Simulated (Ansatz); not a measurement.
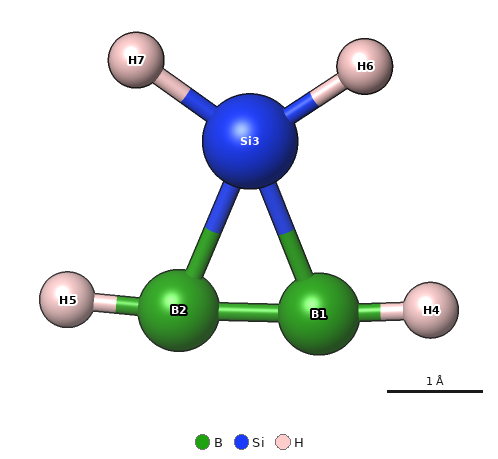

**Figure 1.** The input geometry (ball-and-stick view, seen at a tilt; atoms are numbered from 1 in the order of the input).

## Single-point calculation of B₂SiH₄

System: B₂SiH₄.
Method: RKS PBE0-D4/def2-TZVPP (Ansatz 0.2.0).

The geometry comes from this level: PBE0-D4/def2-TZVP.

Output:
```
Functional definition: PBE0
  name "PBE0"
  cite "Adamo & Barone, J. Chem. Phys. 110, 6158 (1999) doi:10.1063/1.478522"
  cite "Perdew, Burke & Ernzerhof, Phys. Rev. Lett. 77, 3865 (1996) doi:10.1103/PhysRevLett.77.3865"
  parent pbe
  parameter a = 0.25
  parameter kappa = 0.804
  parameter beta = 0.06672455060314922
  exchange = (1 - a)*pbe_x(kappa = kappa, mu = beta*pi^2/3) + a*exact_x
  correlation = pbe_c(beta = beta)
865 factors; their error is unknown
mean field evaluation 1: about -9282.5853 eV, gradient 3.9e1 eV
mean field evaluation 2: about -9274.0787 eV, gradient 5.8e1 eV
mean field evaluation 4: about -9287.7076 eV, gradient 3.3e0 eV
mean field evaluation 8: about -9287.7412 eV, gradient 7.2e-2 eV
mean field evaluation 16: about -9287.7538 eV, gradient 3.2e-5 eV
mean field -9287.75379877 eV, -341.3186566392 hartree, gradient 3.2e-5 eV, S^2 0.000000; 0 other end points of the search recorded, 0 dependent functions left out
reference -9287.75383052 eV, -341.3186578060 hartree; 14, 14 occupied and 146, 146 virtual orbitals, 865 factors
Total energy: -9287.84888569 eV, -341.3221510192 hartree
```

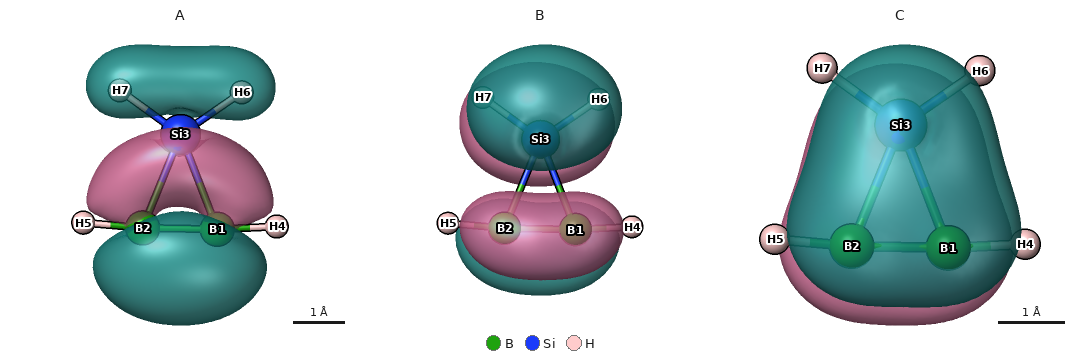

**Figure 2.** Three frontier orbitals at ±0.08 Å⁻³ᐟ² (teal and pink are the two phases). A is the HOMO−1 (−7.85 eV). Its weight (Hirshfeld) is mainly on B1 (35 %), B2 (35 %) and Si3 (20 %); it is symmetric in the molecular plane (σ or in-plane lone-pair type). C is the HOMO (−7.02 eV). B is the LUMO (−1.92 eV). The HOMO–LUMO gap is 5.10 eV between the orbital energies.

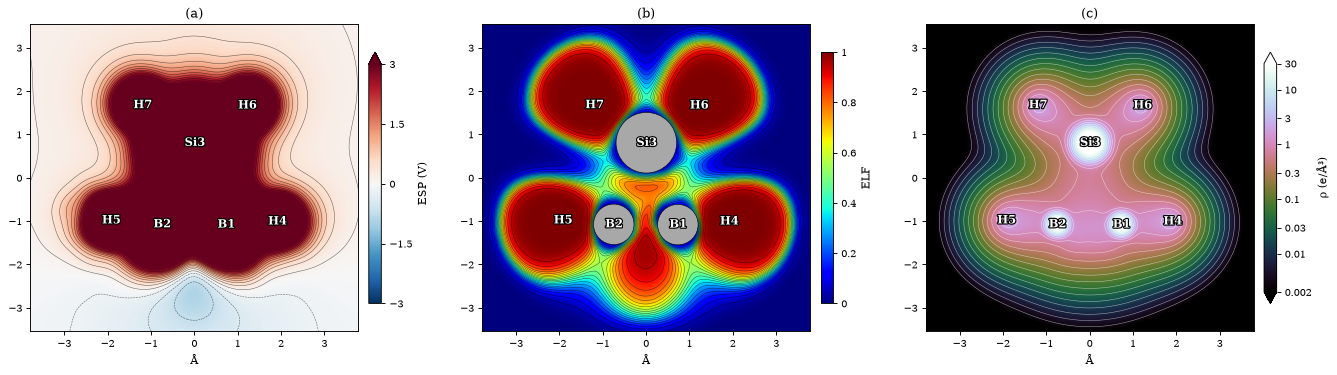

**Figure 3.** (a) molecular electrostatic potential; (b) electron localisation function; (c) total electron density on the molecular plane. Grey discs, where drawn, cover atomic cores. The section cuts through B, Si and H sites. B–B (1.48 Å): ρ at the midpoint is about 1.3 e/Å³; the ELF peaks at about 0.90 between the atoms (a shared electron pair). Si–B (2.02 Å): ρ at the midpoint is about 0.63 e/Å³; the ELF peaks at about 0.80 between the atoms (a covalent bond). Si–H (1.48 Å): ρ at the midpoint is about 0.82 e/Å³; the ELF climbs to about 1 towards the hydrogen.

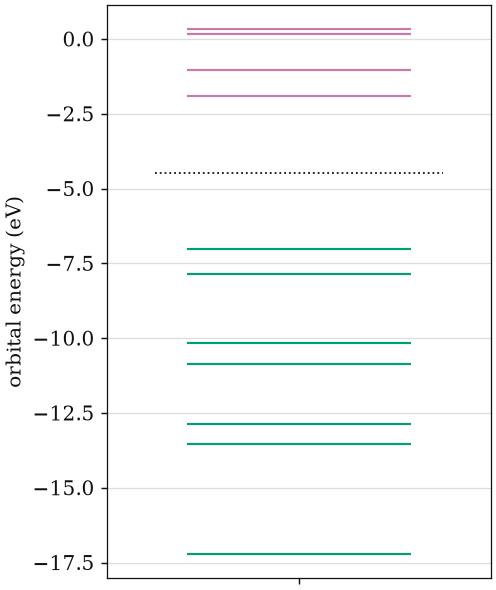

**Figure 4.** Orbital energies near the frontier; the dotted line parts filled from empty levels, and levels within 0.02 eV of each other stand side by side. Highest filled −7.02 eV, lowest empty −1.92 eV, 5.10 eV apart.

The run was set up as follows.

Input:
```yaml
crystal:
  periodic: [false, false, false]
  atoms:
    - {symbol: B, position_ang: [-1.078570, -0.280600, -0.677249]}
    - {symbol: B, position_ang: [0.251917, -0.852549, -0.976968]}
    - {symbol: Si, position_ang: [0.324069, 0.408449, 0.609212]}
    - {symbol: H, position_ang: [-2.106016, 0.220512, -0.385260]}
    - {symbol: H, position_ang: [1.342437, -1.269940, -1.145769]}
    - {symbol: H, position_ang: [-0.419495, 1.329056, 1.503422]}
    - {symbol: H, position_ang: [1.746859, 0.376972, 1.026913]}
basis:
  gaussian: {orbitals: def2-TZVPP}
hamiltonian: {xc: pbe0, dispersion: d4}
output: {orbitals: {seedname: orbitals}}
```

Command:
```bash
ansatz run in.yaml --threads 2 --pin off --events-out ev --progress --plain --max-ram 4352MiB
```

Summary:

- outcome: converged
- total energy: −9287.8489 eV
- mean-field energy: −9287.7538 eV
- dispersion energy: −0.0951 eV
- SCF solution under orbital rotations: stable
- HOMO: −7.02 eV
- LUMO: −1.92 eV
- hardware: 2 threads of Arm Neoverse V2, 23 GiB of memory available, shared host
- wall time: 1.6 s (CPU time 3 s)
- peak memory: 0.26 GiB
